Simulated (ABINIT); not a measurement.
# GaN (P6_3mc): G0W0 with ABINIT, start to end, part 2 of 3

How does a plane-wave GW calculation on GaN (P6_3mc) run from the first input to the gap?

ABINIT 10.8.3; PBE and many-body steps on it, plane waves. Known limits of the many-body steps: not at the basis limit; no spin-orbit coupling; coarse k mesh.

So far. Step 2 (Ground state): The gap is direct, at Γ.

The database entry behind the starting cell differs from later determinations by our own check (about 0.3 % short, ideal inner coordinate), so it need not match the best structure at ambient conditions.

### 3. Bands along the symmetry lines

Level of this step: DFT, PBE, plane waves, norm-conserving pseudopotentials (ABINIT).

Levels along a band path, at the cheap level, show where the edges lie and whether the meshes to come will hold them.

run.abi reads:

```
acell 3*1.0 Angstrom
rprim 
  3.179999999980 0.000000000005 0.000000000000
  -1.589999999994 2.753960784015 0.000000000000
  0.000000000000 0.000000000000 5.166000000000
ntypat 2
znucl 31 7
natom 4
typat 1 1 2 2
xred 
  0.333333333333 0.666666666667 0.000000000000
  0.666666666667 0.333333333333 0.500000000000
  0.333333333333 0.666666666667 0.375000000000
  0.666666666667 0.333333333333 0.875000000000
pp_dirpath "pseudos"
pseudos "Ga.upf, N.upf"
ecut 45
iscf -2
irdden 1
kptopt 0
nkpt 75
kpt 
  0.00000000 0.00000000 0.00000000
  0.06250000 0.00000000 0.00000000
  0.12500000 0.00000000 0.00000000
  0.18750000 0.00000000 0.00000000
  0.25000000 0.00000000 0.00000000
  0.31250000 0.00000000 0.00000000
  0.37500000 0.00000000 0.00000000
  0.43750000 0.00000000 0.00000000
  0.50000000 0.00000000 0.00000000
  0.47916667 0.04166667 0.00000000
  0.45833333 0.08333333 0.00000000
  0.43750000 0.12500000 0.00000000
  0.41666666 0.16666666 0.00000000
  0.39583333 0.20833333 0.00000000
  0.37500000 0.25000000 0.00000000
  0.35416666 0.29166666 0.00000000
  0.33333333 0.33333333 0.00000000
  0.29166666 0.29166666 0.00000000
  0.25000000 0.25000000 0.00000000
  0.20833333 0.20833333 0.00000000
  0.16666666 0.16666666 0.00000000
  0.12500000 0.12500000 0.00000000
  0.08333333 0.08333333 0.00000000
  0.04166667 0.04166667 0.00000000
  0.00000000 0.00000000 0.00000000
  0.00000000 0.00000000 0.06250000
  0.00000000 0.00000000 0.12500000
  0.00000000 0.00000000 0.18750000
  0.00000000 0.00000000 0.25000000
  0.00000000 0.00000000 0.31250000
  0.00000000 0.00000000 0.37500000
  0.00000000 0.00000000 0.43750000
  0.00000000 0.00000000 0.50000000
  0.06250000 0.00000000 0.50000000
  0.12500000 0.00000000 0.50000000
  0.18750000 0.00000000 0.50000000
  0.25000000 0.00000000 0.50000000
  0.31250000 0.00000000 0.50000000
  0.37500000 0.00000000 0.50000000
  0.43750000 0.00000000 0.50000000
  0.50000000 0.00000000 0.50000000
  0.47916667 0.04166667 0.50000000
  0.45833333 0.08333333 0.50000000
  0.43750000 0.12500000 0.50000000
  0.41666666 0.16666666 0.50000000
  0.39583333 0.20833333 0.50000000
  0.37500000 0.25000000 0.50000000
  0.35416666 0.29166666 0.50000000
  0.33333333 0.33333333 0.50000000
  0.29166666 0.29166666 0.50000000
  0.25000000 0.25000000 0.50000000
  0.20833333 0.20833333 0.50000000
  0.16666666 0.16666666 0.50000000
  0.12500000 0.12500000 0.50000000
  0.08333333 0.08333333 0.50000000
  0.04166667 0.04166667 0.50000000
  0.00000000 0.00000000 0.50000000
  0.50000000 0.00000000 0.50000000
  0.50000000 0.00000000 0.43750000
  0.50000000 0.00000000 0.37500000
  0.50000000 0.00000000 0.31250000
  0.50000000 0.00000000 0.25000000
  0.50000000 0.00000000 0.18750000
  0.50000000 0.00000000 0.12500000
  0.50000000 0.00000000 0.06250000
  0.50000000 -0.00000000 0.00000000
  0.33333333 0.33333333 0.50000000
  0.33333333 0.33333333 0.43750000
  0.33333333 0.33333333 0.37500000
  0.33333333 0.33333333 0.31250000
  0.33333333 0.33333333 0.25000000
  0.33333333 0.33333333 0.18750000
  0.33333333 0.33333333 0.12500000
  0.33333333 0.33333333 0.06250000
  0.33333333 0.33333333 0.00000000
istwfk *1
nband 33
nbdbuf 2
tolwfr 1e-08
nstep 40
prtwf 0
prtvol 0
indata_prefix "in"
outdata_prefix "out"
tmpdata_prefix "tmp"
```

Started as:

```sh
OMP_NUM_THREADS=1 mpirun -n 8 abinit run.abi > log
```

Numbers of over 12 decimals in the logs are rounded to 6 here.

What it wrote:

```text
.Version 10.8.3 of ABINIT. v10.8.2 released Aug 2026.

 Symmetries : space group P6_3 m c (#186); Bravais hP (primitive hexag.)
[... echo of the input left out ...]
== DATASET  1 ==================================================================
-   mpi_nproc: 8, omp_nthreads: 1 (-1 if OMP is not activated)

--- !DatasetInfo
iteration_state: {dtset: 1, }
dimensions: {natom: 4, nkpt: 75, mband: 33, nsppol: 1, nspinor: 1, nspden: 1, mpw: 4434, }
cutoff_energies: {ecut:  45.0, pawecutdg:  -1.0, }
electrons: {nelect:   5.20000000E+01, charge:   0.00000000E+00, occopt:   1.00000000E+00, tsmear:   1.00000000E-02, }

 Real(R)+Recip(G) space primitive vectors, cartesian coordinates (Bohr,Bohr^-1):
 R(1)=  6.0093291  0.0000000  0.0000000  G(1)=  0.1664079  0.0960757  0.0000000
 R(2)= -3.0046645  5.2042316  0.0000000  G(2)=  0.0000000  0.1921513  0.0000000
 R(3)=  0.0000000  0.0000000  9.7623252  G(3)=  0.0000000  0.0000000  0.1024346
 Unit cell volume ucvol=  3.0530638E+02 bohr^3
 Angles (23,13,12)=  9.00000000E+01  9.00000000E+01  1.20000000E+02 degrees

 getcut: wavevector=  0.0000  0.0000  0.0000  ngfft=  40  40  60
         ecut(hartree)=     45.000   => boxcut(ratio)=   2.03529

--- Pseudopotential description ------------------------------------------------
- Ga Generated using ONCVPSP code by D. R. Hamann
- 31.00000  21.00000  171031                  znucl, zion, pspdat
12 -101130 2 -1 1902                          pspcod,pspxc,lmax,lloc,mmax
     nproj     2     2     2
  pspatm : epsatm=   21.85474337
         --- l  ekb(1:nproj) -->
             0    4.962806   -1.220223
             1   -5.679278   -1.350476
             2  -10.596651   -3.839775
 pspatm: atomic psp has been read  and splines computed

- N Generated using ONCVPSP code by D. R. Hamann
-  7.00000   5.00000  171031                  znucl, zion, pspdat
12 -101130 1 -1 1058                          pspcod,pspxc,lmax,lloc,mmax
     nproj     2     2     0
  pspatm : epsatm=    5.20977870
         --- l  ekb(1:nproj) -->
[...]
pspatm: atomic psp has been read  and splines computed

--------------------------------------------------------------------------------

================================================================================
 prteigrs : about to open file out_EIG
 Non-SCF case, kpt    1 (  0.00000  0.00000  0.00000), residuals and eigenvalues=
  7.26E-09  4.94E-09  6.34E-09  1.82E-09  6.01E-09  4.34E-09  4.20E-09  2.02E-09
  6.10E-09  3.39E-09  8.59E-09  7.05E-09  8.07E-09  5.05E-09  7.98E-09  9.91E-09
  7.86E-09  5.16E-09  8.89E-09  4.14E-09  5.24E-09  4.88E-09  7.62E-09  9.58E-09
[...]
7.94E-09
 -4.9708E+00 -4.9708E+00 -3.1581E+00 -3.1580E+00 -3.1580E+00 -3.1580E+00
 -3.1580E+00 -3.1579E+00 -3.3112E-01 -2.9782E-01 -2.4001E-01 -2.3911E-01
 -2.3911E-01 -2.3703E-01 -2.3703E-01 -2.3002E-01 -2.3002E-01 -2.2652E-01
[...]
3.92E-06
[...]
Non-SCF case, kpt   74 (  0.33333  0.33333  0.06250), residuals and eigenvalues=
[...]
Non-SCF case, kpt   75 (  0.33333  0.33333  0.00000), residuals and eigenvalues=
[...]
-1.6326E-01 -1.6326E-01  6.1931E-02  6.1931E-02  6.2753E-02  1.4698E-01
  1.4698E-01  1.5893E-01  4.4809E-01  5.4829E-01  5.4829E-01  5.6881E-01
[...]
--- !ResultsGS
iteration_state: {dtset: 1, }
comment   : Summary of ground state results
lattice_vectors:
- [  6.0093291,   0.0000000,   0.0000000, ]
- [ -3.0046645,   5.2042316,   0.0000000, ]
- [  0.0000000,   0.0000000,   9.7623252, ]
lattice_lengths: [   6.00933,    6.00933,    9.76233, ]
lattice_angles: [ 90.000,  90.000, 120.000, ] # degrees, (23, 13, 12)
lattice_volume:   3.0530638E+02
convergence: {deltae:  0.000E+00, res2:  0.000E+00, residm:  9.994E-09, diffor:  0.000E+00, }
etotal    :  -5.17436413E+02
entropy   :   0.00000000E+00
fermie    :   2.58513345E-01
cartesian_stress_tensor: null
pressure_GPa: null
xred      :
- [  3.3333E-01,   6.6667E-01,   1.1102E-16, Ga]
- [  6.6667E-01,   3.3333E-01,   5.0000E-01, Ga]
- [  3.3333E-01,   6.6667E-01,   3.7500E-01,  N]
- [  6.6667E-01,   3.3333E-01,   8.7500E-01,  N]
cartesian_forces: null
force_length_stats: {min: null, max: null, mean: null, }

 Integrated electronic density in atomic spheres:
 ------------------------------------------------
 Atom  Sphere_radius  Integrated_density
[...]
================================================================================

 ----iterations are completed or convergence reached----

 Mean square residual over all n,k,spin=   51.421E-10; max=  99.940E-10
 reduced coordinates (array xred) for    4 atoms
[...]
0.333333333333      0.666666666667      0.375000000000
       0.666666666667      0.333333333333      0.875000000000

 cartesian coordinates (angstrom) at end:
    1     -2.67e-12     1.835974     0.000000
    2      1.590000     0.917987     2.583000
    3     -2.67e-12     1.835974     1.937250
    4      1.590000     0.917987     4.520250
 length scales=  1.889726125908  1.889726125908  1.889726125908 bohr
              =  1.000000000000  1.000000000000  1.000000000000 angstroms
 prteigrs : about to open file out_EIG
 Eigenvalues (hartree) for nkpt=  75  k points:
 kpt#   1, nband= 33, wtk=  1.00000, kpt=  0.0000  0.0000  0.0000 (reduced coord)
[...]
kpt#   2, nband= 33, wtk=  1.00000, kpt=  0.0625  0.0000  0.0000 (reduced coord)
[...]
kpt#   3, nband= 33, wtk=  1.00000, kpt=  0.1250  0.0000  0.0000 (reduced coord)
[...]
kpt#  74, nband= 33, wtk=  1.00000, kpt=  0.3333  0.3333  0.0625 (reduced coord)
[...]
0.72902
 kpt#  75, nband= 33, wtk=  1.00000, kpt=  0.3333  0.3333  0.0000 (reduced coord)
[...]
-0.22908   -0.22739   -0.16326   -0.16326    0.06193    0.06193    0.06275    0.14698
   0.14698    0.15893    0.44809    0.54829    0.54829    0.56881    0.62397    0.62397
   0.72500

== END DATASET(S) ==============================================================
================================================================================

 -outvars: echo values of variables after computation  --------
            nband          33
             nkpt          75
          spgroup         186
 [... the other variables as echoed above ...]

 Calculation completed.
```

Wall time 26 s (8 MPI ranks of AMD EPYC 7B13 (Zen 3), shared host); peak memory 0.73 GiB; 3.4 min of CPU time.

This step gave:

```yaml
gap: 1.995 eV
k_of_the_valence_top: 0, 0, 0
k_of_the_conduction_bottom: 0, 0, 0
least_direct_gap: 1.995 eV
```

The gap is 1.995 eV, as in the run before at this level.

The electronic bands at the labelled points (eV, zero at the top of the highest filled band):

```tsv
point	band 23	band 24	band 25	band 26	band 27	band 28	band 29	band 30
Γ	-1.06	-0.06	0.00	0.00	1.99	4.33	9.26	9.97
M	-4.27	-2.77	-2.26	-0.99	5.11	5.63	6.09	8.68
K	-5.33	-3.03	-3.03	-2.71	5.16	7.89	7.89	8.44
Γ	-1.06	-0.06	0.00	0.00	1.99	4.33	9.26	9.97
A	-0.54	-0.54	-0.54	-0.54	4.31	4.31	8.57	8.57
L	-1.95	-1.95	-1.92	-1.92	4.45	4.45	7.87	7.87
H	-4.22	-4.22	-1.50	-1.50	6.52	6.52	7.35	7.35
A	-0.54	-0.54	-0.54	-0.54	4.31	4.31	8.57	8.57
jump to L	-1.95	-1.95	-1.92	-1.92	4.45	4.45	7.87	7.87
M	-4.27	-2.77	-2.26	-0.99	5.11	5.63	6.09	8.68
jump to H	-4.22	-4.22	-1.50	-1.50	6.52	6.52	7.35	7.35
K	-5.33	-3.03	-3.03	-2.71	5.16	7.89	7.89	8.44
```

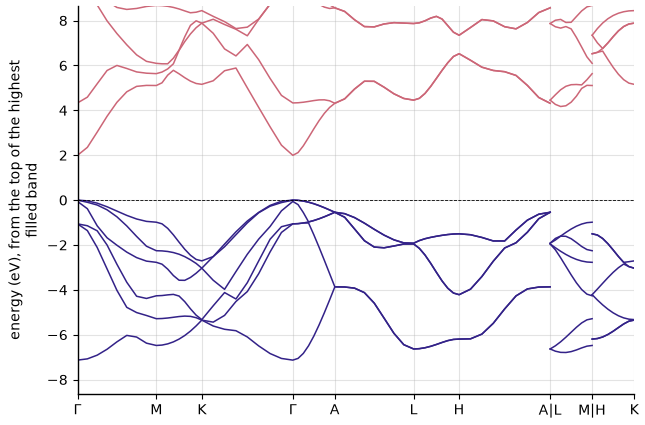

Electronic bands along the path; lines of filled and empty bands in two colours.

### 4. Empty states on the mesh, 3×3×2 mesh, 66 bands

The sums over transitions need many empty states on a uniform mesh; this step solves for them.

run.abi reads:

```
acell 3*1.0 Angstrom
rprim 
  3.179999999980 0.000000000005 0.000000000000
  -1.589999999994 2.753960784015 0.000000000000
  0.000000000000 0.000000000000 5.166000000000
ntypat 2
znucl 31 7
natom 4
typat 1 1 2 2
xred 
  0.333333333333 0.666666666667 0.000000000000
  0.666666666667 0.333333333333 0.500000000000
  0.333333333333 0.666666666667 0.375000000000
  0.666666666667 0.333333333333 0.875000000000
pp_dirpath "pseudos"
pseudos "Ga.upf, N.upf"
ecut 45
ngkpt 3 3 2
nshiftk 1
shiftk 0 0 0
kptopt 1
chksymbreak 0
iscf -2
irdden 1
istwfk *1
nband 66
nbdbuf 6
tolwfr 1e-09
nstep 60
prtvol 0
indata_prefix "in"
outdata_prefix "out"
tmpdata_prefix "tmp"
```

Started as:

```sh
OMP_NUM_THREADS=1 mpirun -n 6 abinit run.abi > log
```

What it wrote:

```text
.Version 10.8.3 of ABINIT. v10.8.2 released Aug 2026.

 Symmetries : space group P6_3 m c (#186); Bravais hP (primitive hexag.)
[... echo of the input left out ...]
== DATASET  1 ==================================================================
-   mpi_nproc: 6, omp_nthreads: 1 (-1 if OMP is not activated)

--- !DatasetInfo
iteration_state: {dtset: 1, }
dimensions: {natom: 4, nkpt: 6, mband: 66, nsppol: 1, nspinor: 1, nspden: 1, mpw: 4419, }
cutoff_energies: {ecut:  45.0, pawecutdg:  -1.0, }
electrons: {nelect:   5.20000000E+01, charge:   0.00000000E+00, occopt:   1.00000000E+00, tsmear:   1.00000000E-02, }

 Real(R)+Recip(G) space primitive vectors, cartesian coordinates (Bohr,Bohr^-1):
 R(1)=  6.0093291  0.0000000  0.0000000  G(1)=  0.1664079  0.0960757  0.0000000
 R(2)= -3.0046645  5.2042316  0.0000000  G(2)=  0.0000000  0.1921513  0.0000000
 R(3)=  0.0000000  0.0000000  9.7623252  G(3)=  0.0000000  0.0000000  0.1024346
 Unit cell volume ucvol=  3.0530638E+02 bohr^3
 Angles (23,13,12)=  9.00000000E+01  9.00000000E+01  1.20000000E+02 degrees

 getcut: wavevector=  0.0000  0.0000  0.0000  ngfft=  40  40  60
         ecut(hartree)=     45.000   => boxcut(ratio)=   2.03529

--- Pseudopotential description ------------------------------------------------
- Ga Generated using ONCVPSP code by D. R. Hamann
- 31.00000  21.00000  171031                  znucl, zion, pspdat
12 -101130 2 -1 1902                          pspcod,pspxc,lmax,lloc,mmax
     nproj     2     2     2
  pspatm : epsatm=   21.85474337
         --- l  ekb(1:nproj) -->
             0    4.962806   -1.220223
             1   -5.679278   -1.350476
             2  -10.596651   -3.839775
 pspatm: atomic psp has been read  and splines computed

- N Generated using ONCVPSP code by D. R. Hamann
-  7.00000   5.00000  171031                  znucl, zion, pspdat
12 -101130 1 -1 1058                          pspcod,pspxc,lmax,lloc,mmax
     nproj     2     2     0
  pspatm : epsatm=    5.20977870
         --- l  ekb(1:nproj) -->
[...]
pspatm: atomic psp has been read  and splines computed

--------------------------------------------------------------------------------

================================================================================
 prteigrs : about to open file out_EIG
 Non-SCF case, kpt    1 (  0.00000  0.00000  0.00000), residuals and eigenvalues=
  3.11E-10  4.19E-10  6.06E-10  7.62E-10  6.26E-10  6.65E-10  5.81E-10  3.73E-10
  2.67E-10  1.87E-10  2.09E-10  2.11E-10  1.64E-10  8.40E-10  2.23E-10  8.41E-10
  3.25E-10  3.15E-10  2.78E-10  8.38E-10  5.29E-10  3.25E-10  4.80E-10  1.81E-10
[...]
3.38E-05  1.82E-04
 -4.9708E+00 -4.9708E+00 -3.1581E+00 -3.1580E+00 -3.1580E+00 -3.1580E+00
 -3.1580E+00 -3.1579E+00 -3.3112E-01 -2.9782E-01 -2.4001E-01 -2.3911E-01
 -2.3911E-01 -2.3703E-01 -2.3703E-01 -2.3002E-01 -2.3002E-01 -2.2652E-01
[...]
1.6075E+00  1.6778E+00  1.6778E+00  1.6834E+00  1.7900E+00  1.7969E+00
  1.9355E+00  1.9960E+00  1.9960E+00  2.0395E+00  2.0965E+00  2.0979E+00
 prteigrs : prtvol=0 or 1, do not print more k-points.

--- !ResultsGS
iteration_state: {dtset: 1, }
comment   : Summary of ground state results
lattice_vectors:
- [  6.0093291,   0.0000000,   0.0000000, ]
- [ -3.0046645,   5.2042316,   0.0000000, ]
- [  0.0000000,   0.0000000,   9.7623252, ]
lattice_lengths: [   6.00933,    6.00933,    9.76233, ]
lattice_angles: [ 90.000,  90.000, 120.000, ] # degrees, (23, 13, 12)
lattice_volume:   3.0530638E+02
convergence: {deltae:  0.000E+00, res2:  0.000E+00, residm:  9.988E-10, diffor:  0.000E+00, }
etotal    :  -5.17436413E+02
entropy   :   0.00000000E+00
fermie    :   2.58513345E-01
cartesian_stress_tensor: null
pressure_GPa: null
xred      :
- [  3.3333E-01,   6.6667E-01,   1.1102E-16, Ga]
- [  6.6667E-01,   3.3333E-01,   5.0000E-01, Ga]
- [  3.3333E-01,   6.6667E-01,   3.7500E-01,  N]
- [  6.6667E-01,   3.3333E-01,   8.7500E-01,  N]
cartesian_forces: null
force_length_stats: {min: null, max: null, mean: null, }

 Integrated electronic density in atomic spheres:
 ------------------------------------------------
 Atom  Sphere_radius  Integrated_density
[...]
================================================================================

 ----iterations are completed or convergence reached----

 Mean square residual over all n,k,spin=   44.260E-11; max=  99.879E-11
 reduced coordinates (array xred) for    4 atoms
[...]
0.333333333333      0.666666666667      0.375000000000
       0.666666666667      0.333333333333      0.875000000000

 cartesian coordinates (angstrom) at end:
    1     -2.67e-12     1.835974     0.000000
    2      1.590000     0.917987     2.583000
    3     -2.67e-12     1.835974     1.937250
    4      1.590000     0.917987     4.520250
 length scales=  1.889726125908  1.889726125908  1.889726125908 bohr
              =  1.000000000000  1.000000000000  1.000000000000 angstroms
 prteigrs : about to open file out_EIG
 Eigenvalues (hartree) for nkpt=   6  k points:
 kpt#   1, nband= 66, wtk=  0.05556, kpt=  0.0000  0.0000  0.0000 (reduced coord)
[...]
1.33002    1.33807    1.46877    1.46877    1.53399    1.60751    1.60751    1.67783
   1.67783    1.68342    1.78998    1.79694    1.93551    1.99602    1.99603    2.03946
   2.09650    2.09792
 prteigrs : prtvol=0 or 1, do not print more k-points.

== END DATASET(S) ==============================================================
================================================================================

 -outvars: echo values of variables after computation  --------
            nband          66
             nkpt           6
          spgroup         186
 [... the other variables as echoed above ...]

 Calculation completed.
```

The job ended after 8.8 s (6 MPI ranks; peak memory 0.46 GiB).

Numbers from this step:

* gap: 1.995 eV
* k of the valence top: 0, 0, 0
* k of the conduction bottom: 0, 0, 0
* least direct gap: 1.995 eV
* k points computed: 6
* lowest point of the top converged band, above the valence top: 39.26 eV

On this mesh the gap is 1.995 eV.

(Continued in part 3 of 3.)

[Paths, hosts, dates, memory and timing lines, banners, echoed tables and standing remarks are left out of the program output.]

[Logs are printed without paths, hosts, clocks, repeated set-up lines and the standing remarks that a program may print on its own settings, such as how far it seeks lower states.]

[Runs of the session that timed out or met a known fault of the program may be left out.]

[Hosts, paths, dates, database ids (printed as entryN), source tags and the programs' standing remarks are cut or masked in the printed files.]

[G0W0 gaps are taken among the corrected bands and points alone; a level outside them can change the order at an edge.]

[Where Ansatz stands beside ABINIT at settings called matched, ABINIT's density can come from a denser mesh and the files from another edition; pairs whose starting gaps differed by over 0.03 eV were left out, so agreement reads better than it is.]
